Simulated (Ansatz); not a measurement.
**Mending a geometry relaxation on CH$_{7}$FO$_{3}$Si**

System: CH$_{7}$FO$_{3}$Si.
Method of run 1: RKS LDA/def2-SVP (Ansatz 0.2.0).

The run did not end well. The input holds or restrains some coordinates. Forces given for the steps count only the free coordinates. Text and figures count atoms from 1; the logs count them from 0 in places.

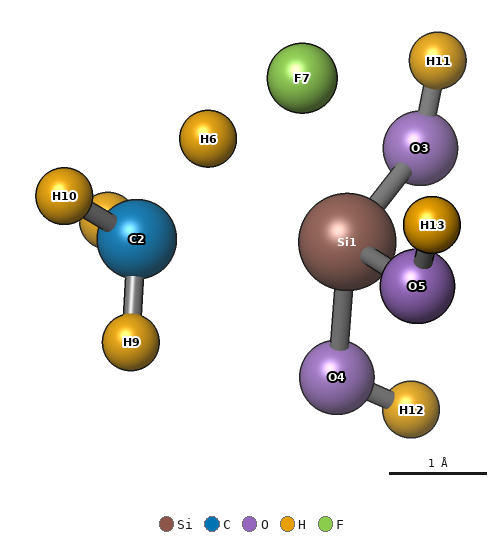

Figure 1. The structure as given in the input (ball-and-stick view, seen at a tilt; atoms are numbered from 1 in the order of the input).

**Input, run 1**
```yaml
crystal:
  periodic: [false, false, false]
  atoms:
    - { symbol: Si, position_ang: [-0.1591, 0.277, -0.541] }
    - { symbol: C, position_ang: [0.6212, -1.036, 1.0068] }
    - { symbol: O, position_ang: [-1.7548, 0.254, -0.8424] }
    - { symbol: O, position_ang: [0.4066, -0.7871, -1.6381] }
    - { symbol: O, position_ang: [0.7297, 1.6, -0.8348] }
    - { symbol: H, position_ang: [-0.0579, 0.1319, 1.3488] }
    - { symbol: F, position_ang: [-0.6519, 1.1685, 1.1885] }
    - { symbol: H, position_ang: [-0.0148, -1.9102, 0.9656] }
    - { symbol: H, position_ang: [1.5281, -1.2397, 0.4516] }
    - { symbol: H, position_ang: [0.9501, -0.902, 2.0419] }
    - { symbol: H, position_ang: [-2.3335, 0.7983, -0.3133] }
    - { symbol: H, position_ang: [0.1099, -0.732, -2.5414] }
    - { symbol: H, position_ang: [0.6265, 2.3774, -0.2922] }
basis:
  gaussian: { orbitals: def2-SVP }
hamiltonian:
  xc: lda
relax:
  f_tol: 0.15
  max_steps: 25
  restrain:
    - { distance: [0, 6], at: 1.68, k: 30.0 }
    - { distance: [5, 1], at: 1.07, k: 30.0 }
    - { distance: [0, 1], at: 3.17, k: 30.0 }
    - { distance: [5, 6], at: 2.18, k: 30.0 }
```

Launched with:
```bash
ansatz run input.yaml --threads 4 --pin off --max-ram 5120MiB --backend cpu --events-out ev --progress --plain --runs-dir out
```

Hardware: 4 threads of Arm Neoverse N1, 16 GiB of memory available, shared host.

**Output, shortened to warnings, some set-up lines, iterations and results (run 1)**
```
Error: geometry relaxation did not converge after 25 steps: max|allowed force component| = 7.99e-1 eV/Å without the restraints, 7.48e-1 eV/Å with the forces of `relax.restrain` added, the figure compared with `relax.f_tol` (threshold 1.5e-1). Raise `relax.max_steps` over both its present limit and 25, loosen `relax.f_tol`, or start from a geometry closer to equilibrium; or lower a very stiff …
[...]
mean field evaluation 1: about -17757.0152 eV, gradient 1.0e2 eV
mean field evaluation 2: about -17717.7002 eV, gradient 1.7e2 eV
mean field evaluation 4: about -17776.0421 eV, gradient 9.4e0 eV
mean field evaluation 8: about -17776.1878 eV, gradient 1.8e-1 eV
mean field evaluation 16: about -17776.1229 eV, gradient 5.5e-4 eV
[... 23 lines ...]
relax step  22: F+E_penalty+E_count = -17778.29010443 eV  Δ(F+E_penalty+E_count) = -1.270e-2 eV  max|allowed force component| = 7.983e-1 eV/Å  E_restraint = 0.01952265 eV  …
relax step  23: F+E_penalty+E_count = -17778.30434338 eV  Δ(F+E_penalty+E_count) = -1.424e-2 eV  max|allowed force component| = 8.001e-1 eV/Å  E_restraint = 0.02004811 eV  …
relax step  24: F+E_penalty+E_count = -17778.32094373 eV  Δ(F+E_penalty+E_count) = -1.660e-2 eV  max|allowed force component| = 8.117e-1 eV/Å  E_restraint = 0.02004547 eV  …
mean field evaluation 192: about -17778.3388 eV, gradient 2.3e-5 eV
relax step  25: F+E_penalty+E_count = -17778.33877162 eV  Δ(F+E_penalty+E_count) = -1.783e-2 eV  max|allowed force component| = 7.989e-1 eV/Å  E_restraint = 0.02037469 eV  …
  distance Si 0 - F 6 = 1.6522 Å
  distance H 5 - C 1 = 1.0917 Å
  distance Si 0 - C 1 = 3.1787 Å
  distance H 5 - F 6 = 2.1864 Å
[...]
```

Question: What went wrong, and how is the input to be mended?

Answer: The run did not converge: “geometry relaxation did not converge after 25 steps: max|allowed force component| = 7.99e-1 eV/Å without the restraints, 7.48e-1 eV/Å with the forces of `relax.restrain` added, the figure compared with `relax.f_tol` (threshold 1.5e-1). Raise `relax.max_steps` over both its present limit and 25, loosen `relax.f_tol`, or start from a geometry closer to equilibrium …” Its last values are not results.

A run of the same system that converges differs from this input as follows (lines with − go, lines with + come):
```diff
-    - { distance: [0, 6], at: 1.68, k: 30.0 }
-    - { distance: [5, 1], at: 1.07, k: 30.0 }
-    - { distance: [0, 1], at: 3.17, k: 30.0 }
-    - { distance: [5, 6], at: 2.18, k: 30.0 }
+    - { distance: [0, 6], at: 2.98, k: 30.0 }
+    - { distance: [5, 1], at: 2.37, k: 30.0 }
+    - { distance: [0, 1], at: 1.87, k: 30.0 }
+    - { distance: [5, 6], at: 0.88, k: 30.0 }
+output:
+  orbitals: {}
```

**Output, shortened to warnings, some set-up lines, iterations and results (run 2)**
```
[...]
mean field evaluation 1: about -17757.0152 eV, gradient 1.0e2 eV
mean field evaluation 2: about -17717.7002 eV, gradient 1.7e2 eV
mean field evaluation 4: about -17776.0421 eV, gradient 9.4e0 eV
mean field evaluation 8: about -17776.1878 eV, gradient 1.8e-1 eV
mean field evaluation 16: about -17776.1229 eV, gradient 5.5e-4 eV
[... 24 lines ...]
mean field evaluation 160: about -17777.3273 eV, gradient 3.2e-1 eV
relax step  21: F+E_penalty+E_count = -17777.32774929 eV  Δ(F+E_penalty+E_count) = +1.853e-2 eV  max|allowed force component| = 1.242e0 eV/Å  E_restraint = 0.06109405 eV  …
relax step  22: F+E_penalty+E_count = -17777.31554035 eV  Δ(F+E_penalty+E_count) = +1.221e-2 eV  max|allowed force component| = 1.266e0 eV/Å  E_restraint = 0.06799772 eV  …
relax step  23: F+E_penalty+E_count = -17777.35025042 eV  Δ(F+E_penalty+E_count) = -2.250e-2 eV  max|allowed force component| = 1.214e0 eV/Å  E_restraint = 0.06527089 eV  …
mean field evaluation 192: about -17777.3502 eV, gradient 3.5e-2 eV
mean field -17777.35025042 eV, -653.3055717821 hartree, gradient 9.7e-6 eV, S^2 0.000000; 1 other end points of the search recorded, 0 dependent functions left out
the calculation of the forces begins
reference -17777.35028223 eV, -653.3055729511 hartree; 30, 30 occupied and 93, 93 virtual orbitals, 1337 factors
Total energy: -17777.35028223 eV, -653.3055729511 hartree
Atom 0 at     0.074118    -0.119191    -0.673802 Å, force     0.172977    -0.118264     0.603796 eV/Å
Atom 1 at     0.709224    -1.055516     0.796757 Å, force     0.301568    -0.292506    -0.534002 eV/Å
Atom 2 at    -1.513600     0.079776    -0.114677 Å, force    -0.021627     0.082239    -0.035899 eV/Å
Atom 3 at     0.207709    -0.927932    -2.093915 Å, force    -0.049137     0.036767     0.018797 eV/Å
Atom 4 at     0.684547     1.406707    -0.879962 Å, force    -0.038745    -0.065420    -0.007695 eV/Å
Atom 5 at    -0.854173     0.688961     1.293296 Å, force    -1.214236    -0.765225    -0.872251 eV/Å
Atom 6 at    -0.488631     1.362669     1.833882 Å, force     0.789092     1.117891     0.745244 eV/Å
Atom 7 at     0.046091    -1.922449     1.003128 Å, force    -0.011425     0.017292    -0.009964 eV/Å
Atom 8 at     1.742234    -1.437389     0.663666 Å, force     0.007016     0.004051    -0.016789 eV/Å
Atom 9 at     0.691679    -0.378233     1.673825 Å, force    -0.012432     0.031851    -0.004254 eV/Å
Atom 10 at    -2.041190     0.784636    -0.542760 Å, force     0.033773    -0.085192     0.037898 eV/Å
Atom 11 at     0.185790    -0.396718    -2.910464 Å, force     0.025790    -0.004418     0.036752 eV/Å
Atom 12 at     0.556302     1.914778    -0.048975 Å, force     0.017386     0.040933     0.038366 eV/Å
Dipole moment:    -0.196350     0.110592    -0.353701 e Å
```

**The two runs side by side**

| quantity | run 1 | run 2 |
| --- | --- | --- |
| outcome | not converged | converged |
| total energy (hartree) | – | −653.305573 |
| largest force (eV/Å) | – | 1.680 |
| basis functions | – | 123 |
| wall time (shared host) | 39 s | 39 s |
